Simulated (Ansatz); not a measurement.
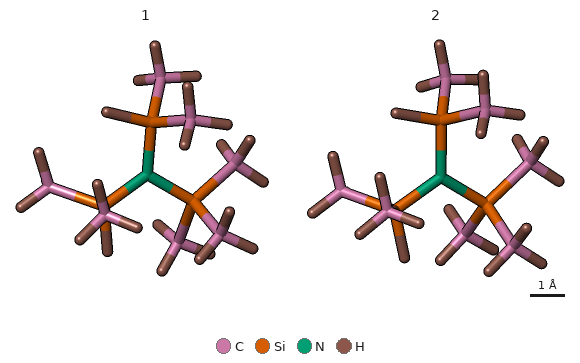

Two geometries of C7H23NSi3 (coarse preliminary run), drawn at one scale. One is the start of a relaxation, the other its converged end. A stick model, seen at a tilt.

Level of theory: RKS PBE-D4/def2-SVP in Ansatz. Settings: force threshold 0.03 eV/Å; at most 200 steps.

Which one is relaxed?

Answer. Structure 2 is the relaxed one. The start comes from a force field. Over 9 geometry steps the energy falls by 25.6 kcal/mol. The largest force component goes from 3.6 to 0.019 eV/Å. The largest moves after the best rigid fit, 0.55 Å, are those of H atoms. Largest moves by element: H 0.55 Å, C 0.41 Å, N 0.27 Å, Si 0.23 Å. Some distances before and after: N–Si 1.685 → 1.777 Å, C–Si 1.808 → 1.888 Å, C–H 1.043 → 1.109 Å, C–Si 1.833 → 1.890 Å. Bond angles that change, for instance: Si–C–H 118.0° → 111.3°, H–C–H 102.2° → 108.0°, Si–N–Si 120.0° → 124.8°.
